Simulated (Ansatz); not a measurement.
# Run report: C3H8AlF, geometry relaxation (part 2 of 3)

C3H8AlF; RKS revPBE-D4/cc-pVDZ (Ansatz 0.2.0). It belongs to a series of runs on one base structure; here: end point B relaxed.

Geometry of the input (Å):
```
C  -1.9268  0.1868  -0.9507
Al -0.3947  -0.9484  -0.7104
C  0.8125  -0.6238  0.8193
C  1.5204  0.7856  0.7976
F  2.2508  0.9218  -0.3332
H  -2.6331  0.1766  -0.0733
H  -1.6104  1.2828  -1.0861
H  -1.3480  -1.2010  -1.8932
H  -0.0934  -2.1119  -1.6979
H  1.6590  -1.3814  0.8297
H  0.2551  -0.7559  1.7919
H  2.0848  0.9382  1.7264
H  0.5930  1.5676  0.7724
```

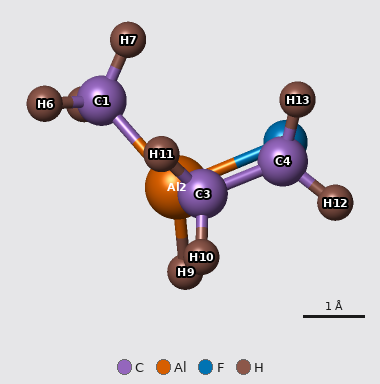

The geometry at step 16 of the log (ball-and-stick view, seen at a tilt; atoms are numbered from 1 in the order of the input).

## Trajectory as extended XYZ, continued
```
13
Properties=species:S:1:pos:R:3:forces:R:3 step=6 energy=-12552.26777
C    -1.8050    0.0495   -1.0593   -0.0164   0.6160   0.7715
Al   -0.2354   -0.9411   -0.5676    0.4927  -0.6049  -0.3957
C     0.9432   -0.6591    0.9559    0.1433   0.0049   0.5877
C     1.4742    0.7594    0.8781    0.1926  -0.0714  -0.0127
F     2.0343    0.9510   -0.4308   -0.1863   0.0203   0.0386
H    -2.6702   -0.0053   -0.3715   -0.0840  -0.0720  -0.0473
H    -1.6427    1.1030   -1.3410   -0.0227   0.1489  -0.1576
H    -1.9493   -0.5762   -1.9283   -0.8866  -0.1387  -1.0835
H    -0.0361   -2.1662   -1.6121    0.1827  -0.0526   0.1370
H     1.7783   -1.3977    0.9741   -0.1453   0.1226   0.1843
H     0.3212   -0.7673    1.8796    0.2383  -0.0629  -0.0083
H     2.2837    0.9682    1.6081    0.1209   0.0895  -0.0313
H     0.6729    1.5190    1.0074   -0.0293   0.0002   0.0172
13
Properties=species:S:1:pos:R:3:forces:R:3 step=7 energy=-12552.50190
C    -1.7951    0.0462   -1.0636   -0.2883   0.0624  -0.0653
Al   -0.2162   -0.9791   -0.5837    0.5050  -0.3395  -0.4453
C     0.9247   -0.6686    0.9887   -0.0028   0.0551   0.4986
C     1.4627    0.7432    0.8637    0.2297  -0.0954  -0.0276
F     1.9381    0.9190   -0.4884   -0.1950  -0.0212   0.0796
H    -2.6457   -0.0101   -0.3512    0.0316   0.0249   0.0152
H    -1.6108    1.1144   -1.2970    0.0120   0.0408   0.0123
H    -2.0982   -0.4679   -1.9965   -0.3201   0.1660  -0.1895
H     0.1632   -2.1783   -1.6008    0.0092  -0.0339   0.0626
H     1.7539   -1.4077    1.0512   -0.1073   0.0527   0.0936
H     0.2965   -0.7448    1.9079    0.1731  -0.0344   0.0381
H     2.3219    0.9668    1.5350    0.0344   0.0306  -0.1068
H     0.6741    1.5040    1.0273   -0.0813   0.0919   0.0344
13
Properties=species:S:1:pos:R:3:forces:R:3 step=8 energy=-12552.62160
C    -1.7653    0.0295   -1.0889   -0.7498  -0.0287  -0.9346
Al   -0.1325   -0.9914   -0.6519    0.1022  -0.1328  -0.1541
C     0.9028   -0.6693    1.0349   -0.0767   0.2082   0.0466
C     1.4499    0.7344    0.8665    0.0875   0.0553   0.1088
F     1.7989    0.9026   -0.5387   -0.2156  -0.1061   0.0973
H    -2.5794   -0.0371   -0.3243    0.2452   0.0273   0.0003
H    -1.5775    1.1171   -1.2643    0.0186  -0.1231   0.1312
H    -2.2410   -0.3517   -2.0604    0.4719   0.2617   0.7947
H     0.2632   -2.2385   -1.6055    0.0756   0.0744   0.0482
H     1.7195   -1.4044    1.1372    0.1473  -0.1425   0.0552
H     0.2746   -0.7234    1.9466   -0.0718  -0.0251   0.0680
H     2.3772    0.9631    1.4496   -0.1419  -0.0350  -0.2354
H     0.6787    1.5063    1.0917    0.1076  -0.0336  -0.0261
13
Properties=species:S:1:pos:R:3:forces:R:3 step=9 energy=-12552.70981
C    -1.7297    0.0339   -1.0957   -0.4864   0.3511  -0.1685
Al   -0.1067   -1.0225   -0.6697    0.2918   0.1051  -0.2271
C     0.8618   -0.6800    1.0657   -0.0526   0.1569   0.0607
C     1.4044    0.7172    0.8392    0.1938  -0.0518   0.2016
F     1.6247    0.8510   -0.6062   -0.1875  -0.0909   0.0457
H    -2.5017   -0.0385   -0.2851    0.2221   0.0023  -0.0912
H    -1.5130    1.1327   -1.2053    0.0525  -0.3650   0.1104
H    -2.2579   -0.2608   -2.0383    0.2313  -0.0383   0.1962
H     0.4287   -2.2329   -1.6215   -0.0810   0.1623   0.1158
H     1.6788   -1.4108    1.2020    0.1199  -0.1102   0.0542
H     0.2210   -0.7038    1.9680   -0.0928  -0.0281   0.0695
H     2.3915    0.9489    1.3228   -0.2968  -0.0756  -0.2893
H     0.6671    1.5028    1.1167    0.0857  -0.0180  -0.0783
13
Properties=species:S:1:pos:R:3:forces:R:3 step=10 energy=-12552.82055
C    -1.7099    0.0443   -1.0979    0.0059   0.2715   0.2701
Al   -0.0242   -0.9413   -0.7126   -0.0065  -0.0364   0.0182
C     0.8301   -0.6943    1.1147    0.1172   0.1815   0.0125
C     1.3746    0.6891    0.8237    0.1816  -0.1613   0.7694
F     1.4536    0.7730   -0.6580   -0.0948  -0.0542  -0.2874
H    -2.4391   -0.0530   -0.2544    0.1304  -0.0418  -0.1301
H    -1.4882    1.1387   -1.1718   -0.0384  -0.1552  -0.0271
H    -2.2358   -0.2487   -2.0262   -0.0004  -0.0610  -0.0932
H     0.5107   -2.1677   -1.6265    0.0308   0.1511  -0.0078
H     1.6462   -1.4281    1.2780   -0.0213   0.0161   0.0354
H     0.1614   -0.6956    1.9993   -0.0462   0.0037  -0.0807
H     2.4112    0.9216    1.1904   -0.3590  -0.0811  -0.3460
H     0.6785    1.4991    1.1340    0.1008  -0.0331  -0.1333
13
Properties=species:S:1:pos:R:3:forces:R:3 step=11 energy=-12552.87178
C    -1.6878    0.0590   -1.0856    0.0297  -0.1118   0.2208
Al    0.0194   -0.9007   -0.7074   -0.2447  -0.1109  -0.1366
C     0.8038   -0.7052    1.1772    0.2580   0.2112   0.0342
C     1.3580    0.6536    0.8267    0.1919  -0.2381   0.6771
F     1.2932    0.6739   -0.7083    0.3095   0.4074  -0.2537
H    -2.4000   -0.0787   -0.2402   -0.0588   0.0069  -0.0699
H    -1.4925    1.1523   -1.1503    0.0108   0.0075  -0.0235
H    -2.2031   -0.2458   -2.0181   -0.0161  -0.0314  -0.0252
H     0.6219   -2.0409   -1.6770    0.0092   0.0076   0.0361
H     1.6090   -1.4434    1.3784   -0.0917   0.0605   0.0170
H     0.0935   -0.6759    2.0271   -0.0114   0.0383  -0.0926
H     2.4382    0.8837    1.0335   -0.4615  -0.1788  -0.2363
H     0.7157    1.5052    1.1366    0.0750  -0.0685  -0.1474
13
Properties=species:S:1:pos:R:3:forces:R:3 step=12 energy=-12552.91257
C    -1.7171    0.0283   -1.0723    0.0152  -0.0298   0.0765
Al    0.0279   -0.8716   -0.7300   -0.0967   0.0624  -0.0261
C     0.7780   -0.6810    1.1710    0.3792   0.2478  -0.0110
C     1.4025    0.6485    0.8392    0.1525  -0.1637   0.3833
F     1.3404    0.7368   -0.7211   -0.0191  -0.0135   0.0574
H    -2.4459   -0.1473   -0.2469    0.0494  -0.0159  -0.0664
H    -1.5559    1.1302   -1.1168   -0.0176  -0.0331  -0.0169
H    -2.2061   -0.2747   -2.0216   -0.0046   0.0038  -0.0004
H     0.6633   -2.0047   -1.6878   -0.0068   0.0379   0.0260
H     1.5391   -1.4559    1.4077   -0.1015   0.0992  -0.0153
H     0.0334   -0.6154    1.9907    0.0043   0.0444  -0.1477
H     2.4971    0.8094    1.0232   -0.4530  -0.1399  -0.1523
H     0.8124    1.5343    1.1573    0.0988  -0.0997  -0.1071
13
Properties=species:S:1:pos:R:3:forces:R:3 step=13 energy=-12552.93974
C    -1.7510   -0.0032   -1.0729   -0.0225   0.0553  -0.0046
Al    0.0358   -0.8181   -0.7404   -0.0128   0.0354  -0.0011
C     0.7657   -0.6479    1.1759    0.2192   0.1370   0.2173
C     1.4603    0.6365    0.8625    0.0432  -0.0913   0.1406
F     1.3448    0.7694   -0.7125   -0.0633   0.0253  -0.0785
H    -2.4916   -0.2532   -0.2759    0.1087   0.0079  -0.0757
H    -1.6533    1.1098   -1.0775   -0.0401  -0.1137   0.0010
H    -2.2015   -0.2985   -2.0466    0.0354   0.0252   0.0619
H     0.7056   -1.9350   -1.6908   -0.0144   0.0162   0.0026
H     1.4701   -1.4617    1.4570   -0.1420   0.1259  -0.0556
H    -0.0309   -0.5334    1.9429    0.1095   0.0008  -0.1406
H     2.5684    0.7070    0.9777   -0.3597  -0.0629  -0.0164
H     0.9468    1.5654    1.1931    0.1389  -0.1613  -0.0509
13
Properties=species:S:1:pos:R:3:forces:R:3 step=14 energy=-12552.95802
C    -1.7688   -0.0320   -1.0756   -0.0789   0.1503   0.0869
Al    0.0538   -0.7635   -0.7509   -0.0436   0.0438  -0.0473
C     0.7421   -0.6075    1.1931    0.0954   0.0472   0.2510
C     1.5061    0.6173    0.8732    0.0899   0.0439   0.2266
F     1.3238    0.8103   -0.7297   -0.0458   0.0192   0.0335
H    -2.5035   -0.3789   -0.3053    0.1545   0.0561  -0.1364
H    -1.7541    1.0880   -1.0209   -0.0189  -0.2555  -0.0043
H    -2.1814   -0.3098   -2.0704    0.0180   0.0270   0.0446
H     0.7472   -1.8651   -1.7018   -0.0055  -0.0090   0.0294
H     1.3811   -1.4613    1.5078   -0.1214   0.1421  -0.0936
H    -0.0878   -0.4338    1.9142    0.1554  -0.0315  -0.1769
H     2.6189    0.5882    0.9234   -0.3295  -0.0027  -0.0544
H     1.0916    1.5854    1.2355    0.1305  -0.2309  -0.1592
13
Properties=species:S:1:pos:R:3:forces:R:3 step=15 energy=-12552.97198
C    -1.7772   -0.0440   -1.0809   -0.0661   0.0919   0.0876
Al    0.0590   -0.7312   -0.7521   -0.0486   0.0207  -0.0413
C     0.7328   -0.5816    1.2047    0.0244  -0.0784   0.2291
C     1.5284    0.6067    0.8828    0.1457   0.1220   0.1870
F     1.3021    0.8365   -0.7263   -0.0271   0.0499  -0.1208
H    -2.5078   -0.4535   -0.3399    0.1162   0.0460  -0.1113
H    -1.8080    1.0689   -0.9743   -0.0049  -0.1739  -0.0167
H    -2.1618   -0.2946   -2.0936    0.0065   0.0257   0.0351
H     0.7639   -1.8459   -1.6782    0.0024  -0.0073   0.0211
H     1.3363   -1.4585    1.5154   -0.0740   0.0846  -0.0669
H    -0.1055   -0.3863    1.9042    0.0814  -0.0178  -0.0952
H     2.6367    0.5282    0.8815   -0.2399   0.0107  -0.0087
H     1.1704    1.5921    1.2490    0.0840  -0.1741  -0.0991
13
Properties=species:S:1:pos:R:3:forces:R:3 step=16 energy=-12552.99210
C    -1.7895   -0.0595   -1.0899   -0.1578   0.0372   0.1629
Al    0.0682   -0.6708   -0.7541    0.0102   0.0231  -0.0935
C     0.7184   -0.5460    1.2343    0.1825   0.1345   0.1191
C     1.5651    0.5900    0.9029    0.1010  -0.1607   0.2888
F     1.2558    0.8829   -0.7532    0.0084   0.0697  -0.1565
H    -2.5078   -0.5775   -0.4018    0.1432   0.1088  -0.1772
H    -1.8960    1.0370   -0.8940    0.0094  -0.2042  -0.0516
H    -2.1311   -0.2584   -2.1312    0.0203   0.0420   0.0979
H     0.7989   -1.8163   -1.6226   -0.0107  -0.0059   0.0217
H     1.2629   -1.4625    1.5286   -0.0277   0.0309  -0.0820
H    -0.1368   -0.3185    1.8948    0.0017   0.0314  -0.0013
H     2.6612    0.4354    0.8107   -0.2678   0.0221  -0.0097
H     1.2999    1.6013    1.2680   -0.0127  -0.1288  -0.1186
13
Properties=species:S:1:pos:R:3:forces:R:3 step=17 energy=-12553.03994
C    -1.7996   -0.0816   -1.0901   -0.5439   0.0408   0.4469
Al    0.0951   -0.5780   -0.7713    0.0304   0.0849  -0.2728
C     0.7009   -0.4838    1.2745    0.1573  -0.2238   0.5277
C     1.6050    0.5546    0.9433    0.7567   0.0217   0.4975
F     1.2081    0.9478   -0.8118   -0.0553   0.1229  -0.5396
H    -2.4980   -0.7524   -0.4875    0.4449   0.4605  -0.4529
H    -2.0134    0.9845   -0.7663    0.1034  -0.6355  -0.2480
H    -2.0847   -0.1961   -2.1688    0.0397   0.0891   0.3247
H     0.8458   -1.7867   -1.5440   -0.0471   0.0490   0.0738
H     1.1571   -1.4648    1.5240   -0.1511   0.1328  -0.1951
H    -0.1759   -0.2100    1.8851   -0.0237   0.0087  -0.0147
H     2.6774    0.2989    0.7294   -0.6411   0.1669   0.0994
H     1.4515    1.6047    1.2763   -0.0703  -0.3181  -0.2468
13
Properties=species:S:1:pos:R:3:forces:R:3 step=18 energy=-12553.18875
C    -1.8077   -0.1084   -1.0803   -1.0530   0.0059   0.8078
Al    0.1340   -0.4558   -0.8115    0.1172   0.1099  -0.5158
C     0.6791   -0.4280    1.3369    0.7741  -0.1735   0.8182
C     1.6608    0.5159    1.0111    0.8402  -0.3739   0.5944
F     1.1777    1.0286   -0.9414   -0.2029   0.0630  -0.6883
H    -2.4722   -0.9240   -0.5706    0.8282   1.0364  -0.6804
H    -2.1372    0.9139   -0.6412    0.3378  -1.1744  -0.6089
H    -2.0481   -0.1365   -2.1867    0.0521   0.1033   0.6167
H     0.8910   -1.7481   -1.4604   -0.1040   0.1643   0.1566
H     1.0206   -1.4897    1.5061   -0.3566   0.6479  -0.3707
H    -0.2244   -0.1060    1.8912    0.1329  -0.0241  -0.1403
H     2.6978    0.1649    0.6746   -1.1894   0.3958   0.3834
H     1.5980    1.6103    1.2649   -0.1767  -0.7807  -0.3726
13
Properties=species:S:1:pos:R:3:forces:R:3 step=19 energy=-12553.44756
C    -1.8022   -0.1324   -1.0631   -1.3704  -0.0579   0.9055
Al    0.1667   -0.3401   -0.8840    0.1935  -0.2112  -0.5583
C     0.6810   -0.3704    1.4170   -0.3469  -1.7056   1.1992
C     1.6930    0.4563    1.0885    2.0480   0.8090  -0.2504
F     1.1410    1.1056   -1.1160   -0.1795   0.1497  -0.5625
H    -2.4162   -1.0479   -0.6377    0.9509   1.3728  -0.6546
H    -2.2251    0.8321   -0.5467    0.5575  -1.3270  -0.8222
H    -2.0277   -0.0816   -2.1772    0.0377   0.0506   0.7224
H     0.9321   -1.7035   -1.3958   -0.1603   0.3029   0.1946
H     0.8976   -1.4974    1.4766   -0.4714   1.2286  -0.2888
H    -0.2375   -0.0014    1.9241    0.2362  -0.1038  -0.2184
H     2.6841    0.0379    0.6682   -1.3132   0.5483   0.6010
H     1.6824    1.5800    1.2385   -0.1822  -1.0563  -0.2674
13
Properties=species:S:1:pos:R:3:forces:R:3 step=20 energy=-12553.73847
C    -1.7636   -0.1421   -1.0237   -0.9477  -0.0063   0.3364
Al    0.2110   -0.2710   -1.0313    0.1704  -0.5761   0.1407
C     0.6675   -0.3396    1.5310   -1.1296  -2.6011   0.5691
C     1.6854    0.4122    1.1298    1.7658   1.4953  -0.7126
F     1.1494    1.1559   -1.3007   -0.0380   0.2555  -0.4090
H    -2.2963   -1.1004   -0.6793    0.5790   0.8712  -0.3178
H    -2.2341    0.7350   -0.4571    0.5195  -0.7443  -0.4859
H    -2.0380   -0.0020   -2.1110   -0.0217  -0.0562   0.4152
H     0.9806   -1.6873   -1.3887   -0.1890   0.4376   0.0968
H     0.7619   -1.4992    1.4633   -0.2751   1.6619   0.1873
H    -0.2472    0.0666    2.0137    0.2565  -0.0955  -0.2351
H     2.6205   -0.0307    0.6872   -0.6503   0.2302   0.3207
H     1.6720    1.5396    1.1592   -0.0399  -0.8723   0.0942
13
Properties=species:S:1:pos:R:3:forces:R:3 step=21 energy=-12553.90947
C    -1.7368   -0.1391   -1.0125   -0.5254   0.0227   0.0787
Al    0.2268   -0.2572   -1.0130    0.6013   0.3134  -0.4421
C     0.6361   -0.3700    1.5564    0.6003  -0.5481  -0.2125
C     1.6828    0.4006    1.1268   -0.4178  -0.0225   0.1906
F     1.1147    1.1958   -1.4907   -0.3734  -0.5043   0.1886
H    -2.2317   -1.0850   -0.6695    0.1687   0.2490  -0.0564
H    -2.1918    0.7118   -0.4454    0.2007  -0.2016  -0.0960
H    -2.0489    0.0033   -2.0815    0.0924  -0.0428   0.2048
H     0.9976   -1.6450   -1.3882   -0.0717   0.2298   0.1574
H     0.7141   -1.4989    1.5042   -0.1354   0.9058   0.0593
H    -0.2679    0.0554    2.0277    0.1134   0.0018  -0.1292
H     2.5988   -0.0445    0.6996   -0.1410  -0.0541   0.0419
H     1.6753    1.5099    1.1788   -0.1122  -0.3491   0.0149
13
Properties=species:S:1:pos:R:3:forces:R:3 step=22 energy=-12553.97178
C    -1.6755   -0.1417   -0.9374   -0.3034  -0.0111  -0.2317
Al    0.2868   -0.2456   -1.0719    0.2129   0.0032  -0.0097
C     0.5644   -0.3667    1.4992    0.3299  -0.2627  -0.1790
C     1.6372    0.3780    1.1027   -0.4116  -0.0433   0.2078
F     1.1100    1.2184   -1.5275   -0.0717  -0.0879  -0.0425
H    -2.1364   -1.0858   -0.5678    0.0588   0.0587   0.0005
H    -2.0856    0.7011   -0.3378    0.1375  -0.0422  -0.0249
H    -2.0572    0.0038   -1.9829    0.0312  -0.0356   0.2100
H     1.0918   -1.6188   -1.3789   -0.0559   0.1591   0.0101
H     0.6109   -1.4854    1.4567   -0.0783   0.5630   0.0563
H    -0.3682    0.0873    1.8841    0.2147  -0.0431  -0.0379
H     2.5554   -0.0902    0.7172    0.0066  -0.0771   0.0369
H     1.6357    1.4826    1.1369   -0.0708  -0.1810   0.0039
13
Properties=species:S:1:pos:R:3:forces:R:3 step=23 energy=-12553.99329
C    -1.6547   -0.1461   -0.9191   -0.1107  -0.0238  -0.2765
Al    0.3163   -0.2287   -1.1101   -0.0938  -0.1063   0.0671
C     0.5304   -0.3677    1.4780    0.1525   0.0144   0.0249
C     1.6181    0.3596    1.1060   -0.2316  -0.0945   0.1192
F     1.0944    1.2363   -1.6000    0.0412   0.0768  -0.0420
H    -2.0893   -1.0855   -0.5129    0.0310   0.0183   0.0095
H    -2.0261    0.7017   -0.3044    0.0752  -0.0007  -0.0235
H    -2.0872   -0.0127   -1.9459    0.0537  -0.0263   0.2259
H     1.1395   -1.5838   -1.4024   -0.0118   0.0741  -0.0133
H     0.5601   -1.4755    1.4586   -0.0537   0.1963  -0.0016
H    -0.3968    0.1055    1.8530    0.1929  -0.0596  -0.0878
H     2.5429   -0.1264    0.7577   -0.0142  -0.0284   0.0053
H     1.6215    1.4604    1.1340   -0.0306  -0.0404  -0.0070
13
Properties=species:S:1:pos:R:3:forces:R:3 step=24 energy=-12554.00187
C    -1.6487   -0.1562   -0.9209   -0.0407  -0.0372  -0.1602
Al    0.3220   -0.2165   -1.1269   -0.0649   0.0440   0.0143
C     0.5205   -0.3639    1.4836   -0.0325   0.1331  -0.0222
C     1.6179    0.3424    1.1167   -0.0501  -0.0760  -0.0258
F     1.0782    1.2653   -1.6188   -0.0123  -0.0376   0.0240
H    -2.0629   -1.0892   -0.4799    0.0194   0.0253  -0.0005
H    -1.9934    0.7015   -0.3054    0.0137   0.0118  -0.0231
H    -2.1133   -0.0409   -1.9321    0.0534  -0.0137   0.1580
H     1.1653   -1.5511   -1.4211    0.0260   0.0100  -0.0183
H     0.5209   -1.4637    1.4610   -0.0181  -0.0734   0.0280
H    -0.4019    0.1306    1.8333    0.1069  -0.0339  -0.0166
H     2.5359   -0.1625    0.7750   -0.0166   0.0135   0.0258
H     1.6284    1.4412    1.1280    0.0156   0.0339   0.0165
13
Properties=species:S:1:pos:R:3:forces:R:3 step=25 energy=-12554.00493
C    -1.6481   -0.1706   -0.9224    0.0236   0.0100  -0.0935
Al    0.3242   -0.1985   -1.1190   -0.0575  -0.1235  -0.0071
C     0.5123   -0.3538    1.4944   -0.0575   0.0819  -0.0110
C     1.6220    0.3192    1.1085   -0.0001  -0.0078  -0.0668
F     1.0536    1.3018   -1.5806    0.0257   0.0558  -0.0091
H    -2.0572   -1.0973   -0.4681    0.0060  -0.0221   0.0062
H    -2.0009    0.6944   -0.3226    0.0017   0.0210  -0.0121
H    -2.1049   -0.0717   -1.9359    0.0137  -0.0164   0.0848
H     1.1965   -1.5141   -1.4534   -0.0301   0.0744   0.0149
H     0.4831   -1.4532    1.4953   -0.0115  -0.0791   0.0209
H    -0.3923    0.1716    1.8396    0.0431  -0.0171   0.0025
H     2.5253   -0.2074    0.7658    0.0320  -0.0364   0.0276
H     1.6556    1.4168    1.0909    0.0111   0.0594   0.0426
13
Properties=species:S:1:pos:R:3:forces:R:3 step=26 energy=-12554.00912
C    -1.6541   -0.1990   -0.9332    0.0585  -0.0009   0.0701
Al    0.3159   -0.1684   -1.1360    0.0866  -0.0178  -0.0139
C     0.4944   -0.3308    1.4889   -0.0317   0.0548   0.0493
C     1.6378    0.2786    1.0962    0.1483   0.0252   0.0887
F     1.0021    1.3735   -1.5449   -0.0354  -0.0571   0.0057
H    -2.0316   -1.1139   -0.4274    0.0102   0.0209  -0.0256
H    -2.0077    0.6861   -0.3630   -0.0243  -0.0050  -0.0111
H    -2.1293   -0.1513   -1.9367   -0.0270  -0.0188  -0.0311
H     1.2474   -1.4387   -1.4934   -0.0716   0.0760   0.0032
H     0.4049   -1.4278    1.5239   -0.0018  -0.0282  -0.0387
H    -0.3724    0.2513    1.8369   -0.0221  -0.0094  -0.0308
H     2.5262   -0.2977    0.7903   -0.0596  -0.0042  -0.0296
H     1.7356    1.3752    1.0908   -0.0300  -0.0356  -0.0364
```
